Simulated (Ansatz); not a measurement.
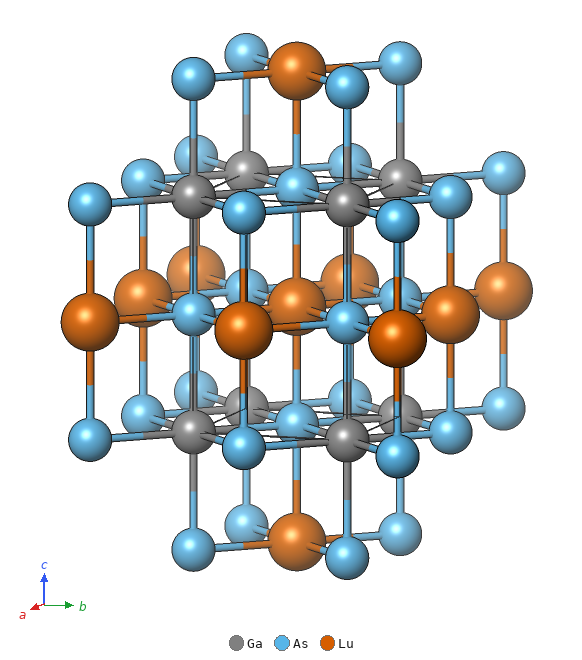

A ball-and-stick rendering, viewed slightly off an axis. The conventional unit cell is drawn as a box. Atoms just outside the outline that bond to atoms inside are added.

LuGaAs2, space group P4/mmm (No. 123), a = 3.898 Å, b = 3.898 Å, c = 5.712 Å, α = 90.00°, β = 90.00°, γ = 90.00°. Its origin is a structure type filled with these elements by a generator (whether the compound takes this form wasn't checked). Earlier steps of the study may have refined or changed the cell and positions. It was the input of a calculation with Ansatz.

This one geometry was computed with Ansatz (DFT, plane waves, PAW) at three levels of theory: r2SCAN, PBE and PBE with spin-orbit coupling. It was relaxed beforehand with r2SCAN.

**Which level gives the highest pressure at this volume, and what does that say about its equilibrium volume?**

Highest: PBE (1.7 GPa) and PBE with spin-orbit coupling (1.6 GPa), which points to the largest equilibrium volume. Lowest, with the smallest volume: r2SCAN (0.0 GPa). Levels within 0.5 GPa of each other can't be told apart.

**How does the band gap change with the level of theory?**

All levels give a metal.

**Collect the results in a table.**

| level | cutoff (eV) | k-mesh of the run's cell | gap (eV) | pressure (GPa) |
| --- | --- | --- | --- | --- |
| r2SCAN | 500 | 6×6×4 | metal | 0.0 |
| PBE | 420 | 6×6×4 | metal | 1.7 |
| PBE with spin-orbit coupling | 420 | 6×6×4 | metal | 1.6 |

Gaps are taken on the k-mesh or band path of each run.
